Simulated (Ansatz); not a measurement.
# A workflow on CH3BCl (SMILES C[B]Cl)

Aim: a series of 16 runs (UHF/STO-3G, UHF/3-21G, UHF/6-31G*, UB3LYP/6-31G*, UPBE/def2-SVP, UMP2/6-31G*) of CH3BCl. 

Program for the calculation: Ansatz 0.2.0.

### Step 1. The molecule

CH3BCl has 6 atoms, charge 0, and is taken as a doublet. As SMILES, `C[B]Cl`. The shape is that of a PBE0-D4/def2-TZVP optimisation. The run starts from this shape.

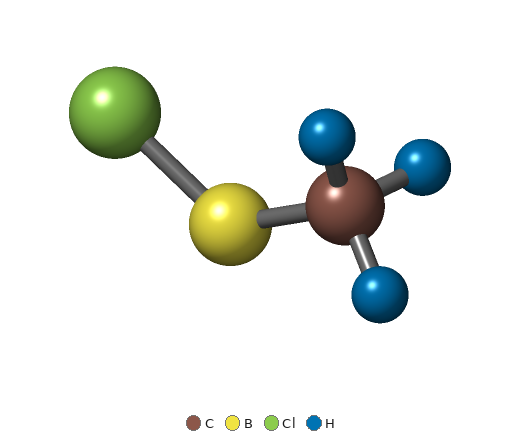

Viewed from a chosen angle; carbon brown, boron yellow, chlorine green, hydrogen blue.

### Step 2. A geometry optimisation at UHF/STO-3G (start density atoms) (run 1)

in.yaml reads:

```yaml
crystal:
  periodic: [false, false, false]
  atoms:
    - {symbol: C, position_ang: [-0.289900, 0.325200, -0.312400]}
    - {symbol: B, position_ang: [0.195300, -1.059500, 0.167700]}
    - {symbol: Cl, position_ang: [1.467800, -1.355700, 1.297800]}
    - {symbol: H, position_ang: [-1.073500, 0.641700, 0.390700]}
    - {symbol: H, position_ang: [0.494200, 1.088800, -0.289700]}
    - {symbol: H, position_ang: [-0.752000, 0.295400, -1.300400]}
basis:
  gaussian: {orbitals: STO-3G}
hamiltonian: {xc: hf}
output: {orbitals: {seedname: orbitals}}
relax: {f_tol: 0.002}
magnetization: {spin_polarized: true, initial_magnetization: 1}
```

Launch:

```sh
$ ansatz run in.yaml --threads 1 --pin off --max-ram 3480MiB --events-out events.jsonl --progress --plain --runs-dir runs
```

Output:

```text
Warning: RAYON_NUM_THREADS=1 ignored (pool sized by the plan → 1); use --threads N
The last accepted step is kept in runs//last_step.txt (removed where the run ends without a failure and the disk answers)
[... 118 lines left out ...]
Total energy: -14097.56033697 eV, -518.0757867141 hartree
[... 6 lines left out ...]
Dipole moment:    -0.248137     0.135299    -0.334676 e Å
```

It took 4.5 s on 1 thread of Intel Xeon 6975P-C (Granite Rapids), shared host; peak memory 0.12 GiB.

Steps, from the record of the run:

```
step  energy from the first frame kept (eV)  largest force (eV/Å)
   1                                 0.0000                1.6129
   2                                -0.0557                0.6866
   3                                -0.0651                0.0435
   4                                -0.0653                0.0245
   5                                -0.0655                0.0346
   6                                -0.0657                0.1606
   7                                -0.0666                0.0465
   8                                -0.0667                0.0137
   9                                -0.0668                0.0287
  10                                -0.0668                0.0215
  11                                -0.0669                0.0213
  12                                -0.0669                0.0147
  13                                -0.0669                0.0142
  14                                -0.0669                0.0126
  15                                -0.0669                0.0069
  16                                -0.0669                0.0019
  17                                -0.0669                0.0012
```

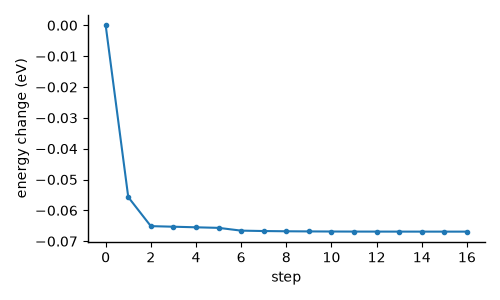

Energy along the run.

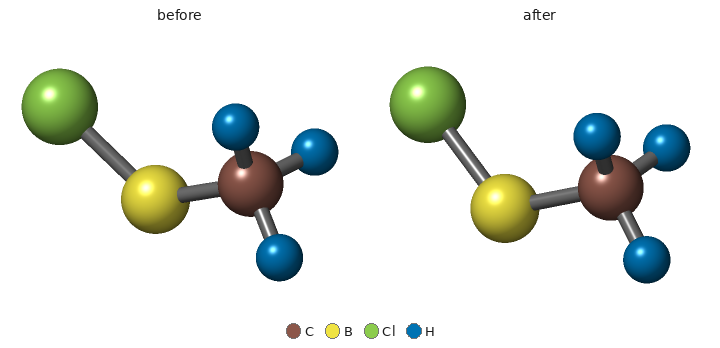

Before and after, at one scale.

After the run. Bond lengths: C1–B2 1.570 Å, B2–Cl3 1.781 Å, C1–H4 1.087 Å, C1–H5 1.087 Å, C1–H6 1.084 Å. Angles: C1–B2–Cl3 122.5°, B2–C1–H4 110.2°, B2–C1–H5 110.3°, B2–C1–H6 112.5°, H4–C1–H5 107.1°, H4–C1–H6 108.3°, H5–C1–H6 108.3°.

### Step 3. Vibrational wavenumbers at UHF/STO-3G (start density atoms) (run 2)

molecule.yaml reads:

```yaml
crystal:
  periodic: [false, false, false]
  atoms:
    - {symbol: C, position_ang: [-0.295611, 0.326497, -0.323811]}
    - {symbol: B, position_ang: [0.354381, -1.066849, -0.007291]}
    - {symbol: Cl, position_ang: [1.335371, -1.355797, 1.450553]}
    - {symbol: H, position_ang: [-0.970800, 0.616269, 0.477021]}
    - {symbol: H, position_ang: [0.471419, 1.093620, -0.389245]}
    - {symbol: H, position_ang: [-0.852860, 0.322160, -1.253528]}
basis:
  gaussian:
    orbitals: STO-3G
magnetization:
  spin_polarized: true
  initial_magnetization: 1
phonons:
  temperatures: {t_min: 298.15, t_max: 298.15, t_step: 1}
hamiltonian:
  xc: hf
```

Launch:

```sh
$ ansatz run molecule.yaml --threads 1 --pin off --max-ram 3480MiB --events-out events.jsonl --progress --plain --runs-dir runs
```

Output:

```text
Warning: RAYON_NUM_THREADS=1 ignored (pool sized by the plan → 1); use --threads N
[... 201 lines left out ...]
Total energy: -14097.56033451 eV, -518.0757866236 hartree
[... 6 lines left out ...]
Dipole moment:    -0.248137     0.135299    -0.334678 e Å
Vibrations: 24.62 331.69 806.07 915.51 1140.65 1264.59 1679.06 1802.61 1815.92 3550.75 3714.02 3741.41 cm⁻¹, zero-point energy 1.288624 eV
```

It took 5.4 s on 1 thread of Intel Xeon 6975P-C (Granite Rapids), shared host.

### Step 4. The singlet cation: a single-point energy at UHF/STO-3G (start density atoms) (run 3)

job.yaml reads:

```yaml
basis:
  gaussian:
    orbitals: STO-3G
crystal:
  periodic: [false, false, false]
  atoms:
    - {symbol: C, position_ang: [-0.295611, 0.326497, -0.323811]}
    - {symbol: B, position_ang: [0.354381, -1.066849, -0.007291]}
    - {symbol: Cl, position_ang: [1.335371, -1.355797, 1.450553]}
    - {symbol: H, position_ang: [-0.970800, 0.616269, 0.477021]}
    - {symbol: H, position_ang: [0.471419, 1.093620, -0.389245]}
    - {symbol: H, position_ang: [-0.852860, 0.322160, -1.253528]}
total_charge: 1
magnetization:
  spin_polarized: true
hamiltonian:
  xc: hf
```

Launch:

```sh
$ ansatz run job.yaml --threads 1 --pin off --max-ram 3480MiB --events-out events.jsonl --progress --plain --runs-dir runs
```

Output:

```text
Warning: RAYON_NUM_THREADS=1 ignored (pool sized by the plan → 1); use --threads N
Functional definition: HF
  name "HF"
  exchange = exact_x
  correlation = 0
268 factors; integrals over basis functions are off by at most 1.1e-4 eV
mean field evaluation 1: about -14087.3055 eV, gradient 1.7e1 eV
mean field evaluation 2: about -14087.3526 eV, gradient 1.7e1 eV
mean field evaluation 4: about -14090.3860 eV, gradient 1.4e0 eV
mean field evaluation 8: about -14090.4146 eV, gradient 2.0e-2 eV
mean field -14090.41459415 eV, -517.8131855089 hartree, gradient 3.3e-5 eV, S^2 0.000000; 0 other end points of the search recorded, 0 dependent functions left out
reference -14090.41459415 eV, -517.8131855089 hartree; 15, 15 occupied and 7, 7 virtual orbitals, 268 factors
Total energy: -14090.41459415 eV, -517.8131855089 hartree
```

Wall time 0.1 s (1 thread of Intel Xeon 6975P-C (Granite Rapids), shared host).

Runs 4 to 15 aren't shown in full; the table further down has their settings and results.

### Step 5. The harmonic vibrations at UMP2/6-31G(d) (Cartesian functions, start density atoms) (run 16)

molecule.yaml reads:

```yaml
crystal:
  periodic: [false, false, false]
  atoms:
    - symbol: C
      position_ang: [-0.292864, 0.323356, -0.322531]
    - symbol: B
      position_ang: [0.273765, -1.071887, 0.079773]
    - symbol: Cl
      position_ang: [1.396182, -1.342036, 1.372737]
    - symbol: H
      position_ang: [-1.022067, 0.622591, 0.441936]
    - symbol: H
      position_ang: [0.490471, 1.088832, -0.331885]
    - symbol: H
      position_ang: [-0.803589, 0.315044, -1.286330]
basis:
  gaussian: {orbitals: "6-31G*"}
magnetization: {spin_polarized: true, initial_magnetization: 1}
correlation: {method: mp2}
phonons: {temperatures: {t_min: 298.15, t_max: 298.15, t_step: 1}}
```

Launch:

```sh
$ ansatz run molecule.yaml --threads 1 --pin off --max-ram 3480MiB --events-out events.jsonl --progress --plain --runs-dir runs
```

Output:

```text
Warning: RAYON_NUM_THREADS=1 ignored (pool sized by the plan → 1); use --threads N
[... 27 lines left out ...]
7 core orbitals not correlated: weight in the atoms' cores, before any rotation towards them, 1.000 or more for the frozen orbitals, at most 0.000 for the correlated occupied ones
[... 64 lines left out ...]
7 core orbitals not correlated: weight in the atoms' cores, before any rotation towards them, 1.000 or more for the frozen orbitals, at most 0.000 for the correlated occupied ones
[... 64 lines left out ...]
7 core orbitals not correlated: weight in the atoms' cores, before any rotation towards them, 1.000 or more for the frozen orbitals, at most 0.000 for the correlated occupied ones
[... 64 lines left out ...]
7 core orbitals not correlated: weight in the atoms' cores, before any rotation towards them, 1.000 or more for the frozen orbitals, at most 0.000 for the correlated occupied ones
[... 61 lines left out ...]
Dipole moment:    -0.139649     0.241799    -0.104030 e Å
[... 1 line left out ...]
Checks for a lower state left out: cluster_reference
```

Run time: 31 s. Hardware: 1 thread of Intel Xeon 6975P-C (Granite Rapids), shared host; peak memory 0.13 GiB.

### Step 6. The series

```
run                                                     level         task  walk f tol  partner  energy (Eh)  dipole moment (D)   ⟨S²⟩  wall time
  1                          UHF/STO-3G (start density atoms)     optimise       0.002     base  -518.075787               2.10  0.752      4.5 s
  2                          UHF/STO-3G (start density atoms)  frequencies           –     base  -518.075787               2.10  0.752      5.4 s
  3                          UHF/STO-3G (start density atoms)       energy           –   cation  -517.813186                  –      –      0.1 s
  4                          UHF/STO-3G (start density atoms)     optimise           –   cation  -517.870720                  –      –      2.2 s
  5                           UHF/3-21G (start density atoms)     optimise       0.002     base  -521.219521               2.51  0.753      5.7 s
  6                           UHF/3-21G (start density atoms)  frequencies           –     base  -521.219520               2.51  0.753      6.6 s
  7                           UHF/3-21G (start density atoms)       energy           –   cation  -520.904866                  –      –     0.16 s
  8                           UHF/3-21G (start density atoms)     optimise           –   cation  -520.966325                  –      –      2.4 s
  9     UHF/6-31G* (Cartesian functions, start density atoms)     optimise       0.002     base  -523.765228               1.65  0.753      6.9 s
 10     UHF/6-31G* (Cartesian functions, start density atoms)  frequencies           –     base  -523.765228               1.65  0.753       14 s
 11  UB3LYP/6-31G* (Cartesian functions, start density atoms)     optimise       0.002     base  -524.929065               1.54  0.751       14 s
 12  UB3LYP/6-31G* (Cartesian functions, start density atoms)  frequencies           –     base  -524.929066               1.54  0.751       30 s
 13                       UPBE/def2-SVP (start density atoms)     optimise       0.002     base  -524.446896               1.37  0.752       10 s
 14                       UPBE/def2-SVP (start density atoms)  frequencies           –     base  -524.446896               1.37  0.752       19 s
 15    UMP2/6-31G* (Cartesian functions, start density atoms)     optimise       0.002     base  -524.081203               1.43  0.753       15 s
 16    UMP2/6-31G* (Cartesian functions, start density atoms)  frequencies           –     base  -524.081203               1.43  0.753       31 s
```

### Step 7. Outcome

| quantity | value |
| --- | --- |
| run 16, UMP2/6-31G*: total energy | -524.08120 Eh |
| run 16, UMP2/6-31G*: dipole moment (correlated density) | 1.43 D |
| run 16, UMP2/6-31G*: correlation energy (7 core orbitals frozen) | -316.3 mEh |
| run 16, UMP2/6-31G*: ⟨S²⟩ of the reference determinant | 0.753 |
| run 16, UMP2/6-31G*: largest force on an atom | 0.001 eV/Å |
| run 16, UMP2/6-31G*: lowest harmonic wavenumber | 52 cm⁻¹ |
| run 16, UMP2/6-31G*: highest harmonic wavenumber | 3218 cm⁻¹ |
| run 16, UMP2/6-31G*: zero-point energy | 106.6 kJ/mol |
| vertical ionisation energy (to the singlet cation), UHF/STO-3G | 7.146 eV |
| vertical ionisation energy (to the singlet cation), UHF/3-21G | 8.562 eV |
| adiabatic ionisation energy (to the singlet cation, no zero-point term), UHF/STO-3G | 5.580 eV |
| adiabatic ionisation energy (to the singlet cation, no zero-point term), UHF/3-21G | 6.890 eV |

What this shows: At UHF/STO-3G: removing an electron at fixed nuclei costs 7.15 eV (165 kcal/mol). Only the singlet of the ionised species was computed; a triplet could lie lower. In a minimal basis such a difference can be off by several eV, whatever the method. At UHF/3-21G: removing an electron at fixed nuclei costs 8.56 eV (197 kcal/mol). At UHF/STO-3G: the adiabatic ionisation energy (to the singlet cation, no zero-point term) is 5.58 eV (129 kcal/mol). At UHF/3-21G: the adiabatic ionisation energy (to the singlet cation, no zero-point term) is 6.89 eV (665 kJ/mol). Totals of different functionals can't be ranked against each other. In runs 1, 2, 3, 4 the basis is minimal, so the values are rough. All runs together took 2.8 min, the longest 31 s.
